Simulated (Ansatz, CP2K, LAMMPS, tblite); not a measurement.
# tblite runs on amorphous polyacrylonitrile (as short chains C14N4H18) at 480 K (108 atoms)

How near does tblite come to plane waves for amorphous polyacrylonitrile (as short chains C14N4H18) at 480 K (108 atoms)?

Program: tblite 0.8.0. Level of theory: the method is named at each step. Results are calculated unless marked as measured.

## 1. The starting structure

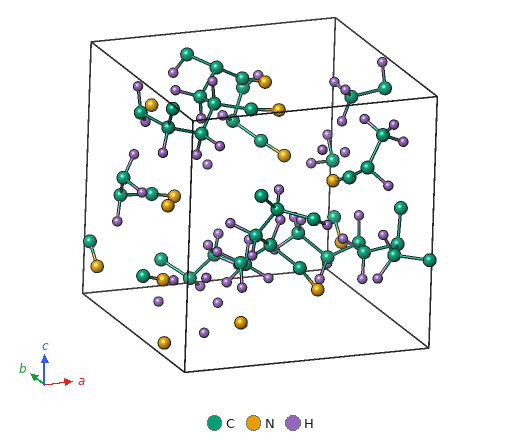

The cell as given, slightly off an axis (carbon teal, nitrogen orange, hydrogen purple). Bonds to atoms that aren't drawn are left out. Some periodic images of atoms are drawn too.

The cell holds 108 atoms: 42 C, 12 N and 54 H. Its edges and angles: a = 10.691 Å, b = 10.691 Å, c = 10.691 Å, α = 90.0°, β = 90.0°, γ = 90.0°. 3 polyacrylonitrile chains of 4 units with methyl end groups placed at random, at 0.988 g/cm³; overlaps pushed apart, then 20 ps at 800 K with MMFF94 bonds, angles, torsions, charges and radii (Halgren, J. Comput. Chem. 17, 490 (1996)) in harmonic and 12-6 forms. Snapshot after 30 ps at 480 K and fixed volume.

The yardstick, on the same geometry:

```
method                                           : Kohn-Sham DFT, PBE, PAW, plane waves (Ansatz 0.2.0); cutoff 420 eV, Γ point, fermi-dirac smearing of 0.05 eV; PAW set soft_2
r.m.s. force component                           : 1.068 eV/Å
longest force                                    : 4.372 eV/Å
pressure                                         : 2.46 GPa
gap (highest filled to lowest empty level) : 5.49 eV
SCF cycles                                       : 10
time                                             : 8.7 s on 4 threads of Arm Neoverse V2, shared host
CPU time                                         : 33 s
```

## 2. GFN2-xTB

Method: GFN2-xTB tight binding, diagonalisation.

Input file run.py:

```python
import numpy as np
from ase.io import read
from tblite.ase import TBLite

atoms = read("structure.xyz")
atoms.calc = TBLite(method="GFN2-xTB", electronic_temperature=580, accuracy=1.0, max_iterations=250, mixer_damping=0.4, verbosity=1)
energy = atoms.get_potential_energy()
forces = atoms.get_forces()
print(f"energy {energy:.6f} eV")
print("forces (eV/A)")
for i, (a, f) in enumerate(zip(atoms, forces)):
    print(f"{i:4d} {a.symbol:2s} {f[0]:10.5f} {f[1]:10.5f} {f[2]:10.5f}")
stress = -atoms.get_stress(voigt=False) * 160.21766
print("stress (GPa, compression positive)")
for row in stress:
    print(" ".join(f"{x:10.4f}" for x in row))
print("charges (e)")
print(np.array2string(atoms.get_charges(), precision=4, suppress_small=True, max_line_width=110, threshold=100000))
```

Input file structure.xyz:

```xyz
108
Lattice="10.69066 0.00000 0.00000 0.00000 10.69066 0.00000 0.00000 0.00000 10.69066" Properties=species:S:1:pos:R:3 pbc="T T T"
C 4.49767 4.65728 2.70132
C 3.77840 3.43822 3.20549
C 4.69555 2.60371 4.14391
C 5.72741 1.90604 3.28128
N 6.38232 1.53080 2.41737
C 3.65642 1.70003 4.92465
C 4.28311 1.03849 6.18690
C 3.28524 0.39812 7.05883
N 2.65385 10.47834 7.81327
C 5.50067 0.12455 5.93855
C 5.98260 9.86128 7.01671
C 6.83048 8.88062 6.39611
N 7.55915 8.15163 5.92594
C 6.70796 10.62673 8.12415
C 8.04173 0.72044 7.70134
C 7.78857 1.94816 6.92242
N 7.52141 2.99264 6.48196
C 8.82920 1.08232 8.89442
H 4.90210 5.27798 3.51092
H 3.91235 5.11206 1.84606
H 5.38927 4.29497 2.13963
H 2.85708 3.75007 3.67588
H 3.58565 2.76247 2.38765
H 5.32651 3.13867 4.98890
H 2.77775 2.29721 5.35356
H 3.19501 0.93180 4.36457
H 4.69480 1.90016 6.71972
H 6.32181 0.62722 5.45919
H 5.09367 10.23641 5.13205
H 5.22431 9.16008 7.54376
H 5.99158 0.61450 8.68883
H 7.05060 9.90340 8.83733
H 8.76025 0.19831 7.02398
H 8.33786 1.87717 9.37443
H 8.96369 0.31035 9.56739
H 9.81306 1.26620 8.45802
C 7.51115 6.34726 3.20474
C 8.60833 5.81433 2.23820
C 9.60962 5.00451 3.00771
C 0.26727 5.19085 2.44282
N 1.29229 5.52515 2.07655
C 9.24175 3.57432 3.09174
C 10.26442 2.55646 3.65856
C 10.50956 2.92219 5.05401
N 0.37759 3.15075 6.06086
C 9.53660 1.17244 3.69426
C 10.63218 0.07644 3.71597
C 10.68029 10.10887 2.39620
N 10.67291 9.26292 1.59697
C 10.40714 9.80857 4.92145
C 0.57879 8.50955 4.81090
C 2.05763 8.76688 4.63162
N 3.14327 8.97919 4.36211
C 0.25091 7.50484 5.89184
H 6.52729 6.42049 2.57474
H 7.32310 5.66348 3.99050
[... 48 atom lines left out ...]
H 4.82555 9.93793 0.08168
H 5.64702 8.05114 1.49979
H 4.33068 8.12330 2.44987
H 5.37612 9.54045 2.38338
```

The run is started by

```console
> OMP_NUM_THREADS=1 python run.py > output.txt
```

Output:

```text
------------------------------------------------------------
  cycle        total energy    energy error   density error
------------------------------------------------------------
      1     -150.7497319726  -1.5342096E+02   2.1054942E-01
      2     -151.0316928688  -2.8196090E-01   1.3706045E-01
      3     -151.6991359672  -6.6744310E-01   9.1362124E-02
      4     -151.9904180661  -2.9128210E-01   1.5175349E-02
      5     -152.0056229741  -1.5204908E-02   7.5419029E-03
      6     -152.0070592996  -1.4363255E-03   4.2460880E-03
      7     -152.0080845038  -1.0252042E-03   1.3483992E-03
      8     -152.0081788885  -9.4384680E-05   5.7943997E-04
      9     -152.0082004517  -2.1563164E-05   1.3536784E-04
     10     -152.0082012308  -7.7908297E-07   6.6470139E-05
     11     -152.0082014108  -1.8001296E-07   3.6474347E-05
     12     -152.0082014608  -5.0030707E-08   1.3106457E-05
------------------------------------------------------------
 total:                                   5.402 sec
energy -4136.353849 eV
forces (eV/A)
   0 C     1.04224   -0.20636   -1.98305
   1 C     1.21750    0.03297    0.40532
   2 C     0.33183   -0.83668    1.29810
   3 C    -1.96651    0.92752    0.50606
   4 N     0.03210   -0.07463    0.65577
   5 C     0.41899    0.35482    1.57262
   6 C     0.18382    0.96603    1.12238
   7 C     0.34060   -0.76171    0.36810
   8 N     0.67368    1.01932   -1.18662
   9 C    -1.79026   -0.95425   -1.16234
  10 C    -0.59931   -0.41521    1.02479
  11 C    -0.25746    1.03525    0.58780
  12 N     0.89015   -0.96757   -0.68913
  13 C     0.74065    1.05602    0.00844
  14 C    -1.69084   -0.36074   -2.16556
  15 C    -1.12019    1.62459    0.34656
  16 N     0.68583   -2.23913    0.46281
  17 C     1.15950    0.72353   -1.06278
  18 H    -0.85343    0.19534   -0.50464
  19 H     0.30352    0.14399    1.75058
  20 H    -0.13725    0.11488    0.37849
  21 H    -0.15487   -0.16147    0.30594
  22 H    -0.49944   -0.12275   -0.40516
  23 H    -1.18148   -0.35162   -1.66507
[...]
100 H     0.13912    1.24076   -0.10846
 101 H     0.30990    0.21057    0.67389
 102 H    -0.96748   -0.37315    1.96335
 103 H     1.11138   -0.34844   -0.47667
 104 H    -0.39488   -0.84295   -0.39408
 105 H     0.93559   -0.08497   -0.94381
 106 H    -1.03163    0.01075    0.68881
 107 H    -0.28037   -0.43645   -0.35547
stress (GPa, compression positive)
   -2.5310     0.3144     1.7204
    0.3144    -0.1359     0.8492
    1.7204     0.8492    -1.1088
charges (e)
[-0.0953 -0.0461 -0.0053  0.1139 -0.243  -0.0453 -0.0108  0.116  -0.2523 -0.0483 -0.0005  0.1265 -0.2456
 -0.0504  0.0029  0.1069 -0.2569 -0.1012  0.0508  0.0427  0.0229  0.0443  0.0608  0.0573  0.0383  0.0539
  0.0656  0.0426  0.0638  0.064   0.0405  0.0692  0.0467  0.0627  0.0678  0.0435 -0.1035 -0.0502 -0.0016
  0.1171 -0.2638 -0.0471 -0.012   0.1177 -0.2765 -0.0437 -0.0087  0.127  -0.2491 -0.0549 -0.0039  0.1198
 -0.2496 -0.0931  0.0174  0.0523  0.0502  0.0467  0.0477  0.0682  0.0669  0.0424  0.0955  0.0744  0.0382
  0.0692  0.052   0.0476  0.0716  0.0165  0.0768  0.0481 -0.0977 -0.0491 -0.0224  0.1091 -0.2636 -0.0385
 -0.0026  0.0982 -0.2371 -0.0573 -0.0106  0.1146 -0.2502 -0.0577  0.0055  0.1201 -0.2654 -0.0974  0.0449
  0.0342  0.0377  0.0463  0.0569  0.097   0.045   0.0304  0.0758  0.0323  0.0807  0.0794  0.0727  0.0569
  0.0604  0.0467  0.0548  0.042 ]
```

The job ended after 5.9 s (1 thread of Arm Neoverse V2, shared host; peak memory 0.16 GiB).

Banners, paths, timers and routine set-up lines are dropped from the logs unmarked, and long logs keep their key lines alone; longer cuts are marked.

Against the reference:

- r.m.s. force component: 1.032 eV/Å
- r.m.s. difference of force components: 541.5 meV/Å
- longest difference of force vectors: 2380 meV/Å
- force difference over r.m.s. force: 50.7 %
- slope of forces against the reference's: 0.838
- correlation of force components: 0.8675
- pressure: -1.259 GPa
- pressure difference: -3.718 GPa

Length of the force difference by element (eV/Å):

```
element  atoms  mean  most
      C     42  0.76   1.6
      H     54  0.21  0.51
      N     12   2.2   2.4
```

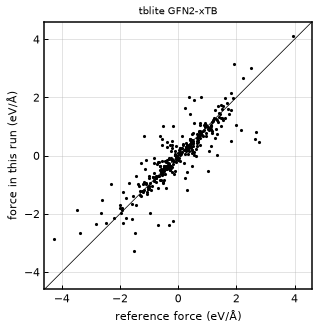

Force components against those of the reference; the line marks equality.

Local excerpt of 9 atoms (numbers count through the whole input) about C4, picked at random; x, y, z are measured from there.

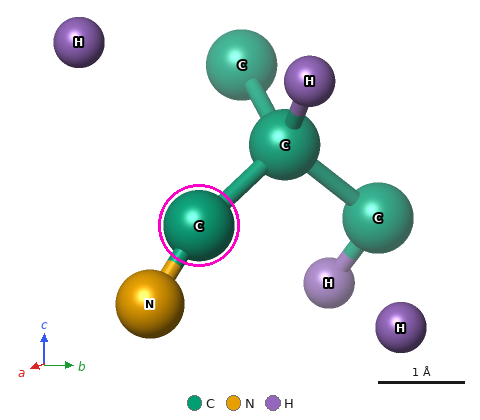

The atoms of the table, within 2.7 Å (arrows a, b, c point along x, y, z); some may hide others; the central atom is ringed.

```
atom      x      y      z  distance (Å)  bonds  Mulliken charge (e)     Fx     Fy  Fz (eV/Å)
  C4   0.00   0.00   0.00          0.00      2                 0.11  -1.97   0.93       0.51
  N5   0.65  -0.38  -0.86          1.15      1                -0.24   0.03  -0.07       0.66
  C3  -1.03   0.70   0.86          1.52      4                -0.01   0.33  -0.84       1.30
 H24  -0.40   1.23   1.71          2.14      1                 0.06  -1.18  -0.35      -1.67
 H23  -2.14   0.86  -0.89          2.47      1                 0.06  -0.50  -0.12      -0.41
  C2  -1.95   1.53  -0.08          2.48      4                -0.05   1.22   0.03       0.41
 H28   0.59  -1.28   2.18          2.59      1                 0.04   0.42   0.68       0.36
  C6  -2.07  -0.21   1.64          2.65      4                -0.05   0.42   0.35       1.57
 H21  -0.34   2.39  -1.14          2.67      1                 0.02  -0.14   0.11       0.38
```

Atoms are counted from 1 here, from 0 in the log.

Forces lie 51 % from the reference's, at 0.18 times its CPU time (on 1 against 4 cores).

The difference per atom is largest on N (2.2 eV/Å on average, against 0.76 on C).

## 3. Outcome

```yaml
force_difference_from_the_reference: tblite GFN2-xTB, 51 %
its_cpu_time: 5.9 s
```

What this shows: Tight binding differs by 51 % (tblite GFN2-xTB); it is another model, with fitted parameters of its own, and the xTB methods hold dispersion. One electronic-structure run takes under half the reference's CPU time: tblite GFN2-xTB, at 51 % in 5.9 s against 33 s; its pressure misses by -3.7 GPa. Periodic xTB results under one method name differ between programs and library versions. The network of contacts between molecules at the start is that of the classical potential that made the cell, and needn't be the one that DFT or experiment would give. The reference's PBE has no dispersion term, which matters for the binding between molecules or layers. The density was typed from a rule of thumb and may lie off the real one at this temperature. The electronic-structure runs sample only Γ, in a cell whose shortest periodic width is 11 Å.

[Also dropped from logs without a mark: logging warnings of Python, and SIESTA's first energy breakdown and zero terms.]

[Logs are printed without paths, hosts, clocks, repeated set-up lines and the standing remarks that a program may print on its own settings, such as how far it seeks lower states.]

[Hosts, paths, dates, database ids (printed as entryN), source tags and the programs' standing remarks are cut or masked in the printed files.]

[The MMFF94 radii named for the starting cell were scaled by 0.96; in molecules described by MMFF94, hydrogen bound to N, O or S took a small fixed 12-6 site in their place.]
